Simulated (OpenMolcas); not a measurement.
## WO4 (charge −3): single-point calculation (part 2 of 2)

WO4, charge −3, multiplicity 2; NEVPT2/ANO-RCC-VDZ, DKH2 (OpenMolcas 26.06). The geometry comes from this level: GFN2-xTB.

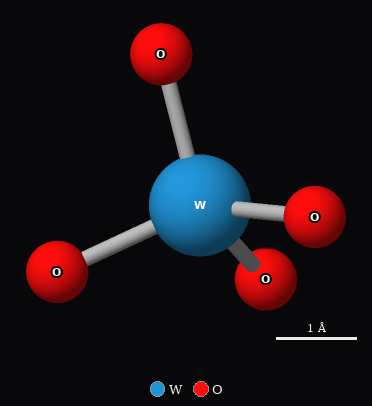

The input geometry (ball-and-stick view, seen at a tilt). Sticks mark near contacts.

Log, continued:
```
      ************************************************************************************************************************
                                                      Wave function printout:
                       occupation of active orbitals, and spin coupling of open shells (u,d: Spin up or down)
      ************************************************************************************************************************

      Note: transformation to natural orbitals
      has been made, which may change the order of the CSFs.

      printout of CI-coefficients larger than  0.05 for root  1
      energy=  -16426.834993
      conf/sym  1111111     Coeff  Weight
             1  22u0000   0.96834 0.93767
           144  20u0200   0.10945 0.01198
           154  udu0du0   0.05208 0.00271
           155  udu0ud0   0.08766 0.00768
           165  02u0020   0.11863 0.01407
           172  uud0du0  -0.06515 0.00424
           386  uuu0dd0  -0.09300 0.00865

      Natural orbitals and occupation numbers for root  1
      sym 1:   1.934176   1.938946   1.000301   0.004902   0.056779   0.060851   0.004045

      ************************************************************************************************************************
      *                                                    Final results                                                     *
      ************************************************************************************************************************

++    Final optimization conditions:
      ------------------------------

      Average CI energy                          -16426.83499322
      RASSCF energy for state  1                 -16426.83499322
      Super-CI energy                                -0.00000000
      RASSCF energy change                            0.00000000
      Max change in MO coefficients               2.438E-04
      Max non-diagonal density matrix element    -1.829E-04
      Maximum BLB matrix element                 -5.286E-06
      (orbital pair  54,  61 in symmetry   1)
      Norm of electronic gradient            2.804E-05
--

      Final state energy(ies):
      ------------------------

::    RASSCF root number  1 Total energy: -16426.83499322
      Von Neumann Entropy (Root   1) =  0.92852

      Mulliken population analysis for root number:  1
      -----------------------------------------------

++    Molecular charges:
      ------------------

      Mulliken charges per centre
      ---------------------------

                W1      O2      O3      O4      O5
      Total   72.3890  9.2024  9.1886  9.2049  9.0151

      N-E      1.6110 -1.2024 -1.1886 -1.2049 -1.0151

      Total electronic charge=  109.000000

      Total            charge=   -3.000000
--

      Expectation values of various properties for root number:  1
      -----------------------------------------------------------

++    Molecular properties:
      ---------------------

      Charge (e):
                      =   -3.0000
      Dipole Moment (debye):
      Origin of the operator (angstrom)=    0.0009   -0.0015   -0.0014
                   X= -9.1861E-01               Y= -1.1822E+00               Z= -3.8053E-01           Total=  1.5447E+00
      Center of Charge (angstrom)
                     X=    0.06385512               Y=    0.08187341               Z=    0.02625667
      Quadrupole Moment (debye*angstrom):
      Origin of the operator (angstrom)=    0.0009   -0.0015   -0.0014
                  XX= -9.1322E+01              XY= -3.6452E+00              XZ= -4.2028E+00              YY= -8.4809E+01
                  YZ=  8.7585E+00              ZZ= -8.9537E+01
      In traceless form (debye*angstrom)
                  XX= -4.1487E+00              XY= -5.4678E+00              XZ= -6.3042E+00              YY=  5.6199E+00
                  YZ=  1.3138E+01              ZZ= -1.4712E+00
--

      Mulliken spin population analysis for root number:  1
      ---------------------------------------------------

++    Molecular charges:
      ------------------

      Mulliken spin population per centre
      ---------------------------

                W1      O2      O3      O4      O5
      Total    0.9213  0.0306  0.0364  0.0303 -0.0186

      Total electronic spin=    1.000000
--

      LoProp population analysis for root number:  1
      -----------------------------------------------

++    LoProp analysis:
      ----------------

++    Static properties:
      ------------------

      LoProp Charges per center

                   W1       O2       O3       O4       O5
      Nuclear     74.0000   8.0000   8.0000   8.0000   8.0000
      Electronic -72.2057  -9.2531  -9.2339  -9.2557  -9.0517

      Total        1.7943  -1.2531  -1.2339  -1.2557  -1.0517
--

      Natural Bond Order analysis for root number:  1

++    Natural Bond Order analysis
      ---------------------------
      Based on LoProp computed density
      -------------------------------------------------------------------------------------
      Atom A       Atom B       Bond Order
      -------------------------------------------------------------------------------------
      NBO located      0.969 non-bonded electrons on atom W1
      NBO located      0.980 non-bonded electrons on atom W1
      NBO located      0.984 non-bonded electrons on atom W1
      NBO located      0.987 non-bonded electrons on atom W1
      NBO located      0.998 non-bonded electrons on atom W1
      NBO located      1.000 non-bonded electrons on atom W1
      NBO located      1.000 non-bonded electrons on atom W1
      NBO located      1.000 non-bonded electrons on atom W1
      NBO located      1.000 non-bonded electrons on atom W1
      NBO located      1.000 non-bonded electrons on atom W1
      NBO located      1.000 non-bonded electrons on atom W1
      NBO located      1.000 non-bonded electrons on atom W1
      NBO located      1.000 non-bonded electrons on atom W1
      NBO located      1.000 non-bonded electrons on atom W1
      NBO located      1.000 non-bonded electrons on atom W1
      NBO located      1.000 non-bonded electrons on atom W1
      NBO located      1.000 non-bonded electrons on atom W1
      NBO located      1.000 non-bonded electrons on atom W1
      NBO located      1.000 non-bonded electrons on atom W1
      NBO located      1.000 non-bonded electrons on atom W1
      NBO located      1.000 non-bonded electrons on atom W1
      NBO located      1.000 non-bonded electrons on atom W1
      NBO located      1.000 non-bonded electrons on atom W1
      NBO located      1.000 non-bonded electrons on atom W1
      NBO located      1.000 non-bonded electrons on atom W1
      NBO located      1.000 non-bonded electrons on atom W1
      NBO located      1.000 non-bonded electrons on atom W1
      NBO located      1.000 non-bonded electrons on atom W1
      NBO located      1.000 non-bonded electrons on atom W1
      NBO located      1.000 non-bonded electrons on atom W1
      NBO located      1.000 non-bonded electrons on atom W1
      NBO located      1.000 non-bonded electrons on atom W1
      NBO located      1.000 non-bonded electrons on atom W1
      NBO located      1.000 non-bonded electrons on atom W1
      NBO located      0.999 non-bonded electrons on atom O2
      NBO located      0.999 non-bonded electrons on atom O2
      NBO located      0.985 non-bonded electrons on atom O2
      NBO located      1.000 non-bonded electrons on atom O3
      NBO located      1.005 non-bonded electrons on atom O3
      NBO located      0.977 non-bonded electrons on atom O3
      NBO located      1.000 non-bonded electrons on atom O4
      NBO located      0.992 non-bonded electrons on atom O4
      NBO located      1.000 non-bonded electrons on atom O5
      The remaining   12.612 electrons are to be considered as diffuse
--

--

      Average orbitals are written to the RASORB file
      Natural orbitals for root   1 are written to the RASORB.1 file
      Spin density orbitals for root   1 are written to the SPDORB.1 file

--- Stop Module: rasscf /rc=_RC_ALL_IS_WELL_ ---
--- Module rasscf spent 17 seconds ---

--- Start Module: caspt2 ---

                                              &CASPT2

                       available to each process: 1.9 GB of memory, 1 thread

++    Wave function specifications:
      -----------------------------

      Number of closed shell electrons          36
      Number of electrons in active shells       5
      Max number of holes in RAS1 space          0
      Max number of electrons in RAS3 space      0
      Number of inactive orbitals               18
      Number of active orbitals                  7
      Number of secondary orbitals              36
      Spin quantum number                      0.5
      State symmetry                             1
      Number of CSFs                           490
      Number of CASSCF root(s) available         1
      NEVPT2 state passed to geometry opt.       1
      A file JOBMIX will be created
      This is a CASSCF or RASSCF reference function
--

++    Orbital specifications:
      -----------------------

      Symmetry species                           1
                                                 a
      Frozen orbitals                           34
      Inactive orbitals                         18
      Active orbitals                            7
      Secondary orbitals                        36
      Deleted orbitals                           0
      Number of basis functions                 95
--

++    NEVPT2 specifications:
      ----------------------

      Type of calculation                        SS-NEVPT2
      Internal contraction for energies          partially and strongly contracted
                                                 (PC-NEVPT2 and SC-NEVPT2)
      Denominator threshold for SC-NEVPT2        1.00E-09
      Fock operator                              state-specific
      0th-order Hamiltonian                      DYALL
      IPEA shift                                 0.00
      Real shift                                 0.00
      Imaginary shift                            0.00
      The input orbitals will be transformed to quasi-canonical
--

--------------------------------------------------------------------------------
 Estimated memory requirements:
  POLY3 :                   294488
  RHS:                      492656
  SIGMA :                   585664
  PRPCTL:                        0
 Available workspace:    232479675

++ NEVPT2 computation for group   1

********************************************************************************
 Multi-State initialization phase begins for group   1
--------------------------------------------------------------------------------
********************************************************************************
 Compute H0 matrices for state    1
--------------------------------------------------------------------------------
--------------------------------------------------------------------------------
 H0 matrices have been computed.

********************************************************************************
  NEVPT2 EQUATION SOLUTION
--------------------------------------------------------------------------------

  Total nr of NEVPT2 parameters:
   Before reduction:      577125
   After  reduction:      577017

 Variance of |WF0>:       2.5353478949
-----------------------------------------------------------------------------------------------------------------------------

  FINAL PC-NEVPT2 RESULT:

      Reference energy:      -16426.8349932186
      E2 (Non-variational):      -0.7701782768
      E2 (Variational):          -0.7701782768
      Total energy:          -16427.6051714955
      Residual norm:              0.0000000000
      Reference weight:           0.74607

      Contributions to the PC-NEVPT2 correlation energy
      Active & Virtual Only:         -0.0061392881
      One Inactive Excited:          -0.1102336528
      Two Inactive Excited:          -0.6538053359

  FINAL SC-NEVPT2 RESULT:

      Reference energy:      -16426.8349932186
      E2 (Non-variational):      -0.7674958984
      E2 (Variational):          -0.7674958984
      Total energy:          -16427.6024891171
      Residual norm:              0.0000000000
      Reference weight:           0.75285

      Contributions to the SC-NEVPT2 correlation energy
      Active & Virtual only:         -0.0059743689
      One Inactive Excited:          -0.1080271079
      Two Inactive Excited:          -0.6534944217

   (Skip denominator check etc. with SC-NEVPT2 wavefunction)

   (Skipping property calculation,
    use PROP keyword to activate)
--

  Total SC-NEVPT2 energies:
::    SC-NEVPT2 Root  1     Total energy: -16427.60248912

  A NEW JOBIPH FILE NAMED 'JOBMIX' IS PREPARED.
********************************************************************************
--- Stop Module: caspt2 /rc=_RC_ALL_IS_WELL_ ---
--- Module caspt2 spent 2 seconds ---

.##################.
.# Happy landing! #.
.##################.

    Timing: Wall=45.75 User=43.62 System=2.12
```

This output came from the following input.

Input:
```
* O4W NEVPT2
>>> EXPORT MOLCAS_PRINT=2

&GATEWAY
 BasisSet
 W.ANO-RCC-VDZ....
 W1 0.001400 -0.002230 -0.002010 angstrom
 End of Basis
 BasisSet
 O.ANO-RCC-VDZ....
 O2 0.181230 -0.309480 1.940180 angstrom
 O3 1.884340 0.300900 -0.495490 angstrom
 O4 -0.868890 1.500420 -0.949290 angstrom
 O5 -1.198090 -1.489600 -0.493380 angstrom
 End of Basis
 RICD

&SEWARD
 Relativistic = R02E00

&RASSCF
 FileOrb = $CurrDir/step2.RasOrb
 Spin = 2
 Nactel = 5 0 0
 Inactive = 52
 Ras2 = 7
 OrbListing = Nothing

&CASPT2
 SC-NEVPT2
```

Command:
```bash
export MOLCAS_MEM=1860
pymolcas step10.inp > step10.log
```

Results in brief:

| quantity | value |
| --- | --- |
| outcome | converged |
| total energy | −16427.602489 hartree |
| basis functions | 95 |
| hardware | 1 thread of Arm Neoverse V1, 24 GiB of memory available, shared host |
| wall time | 46 s |
| peak memory | 0.61 GiB |
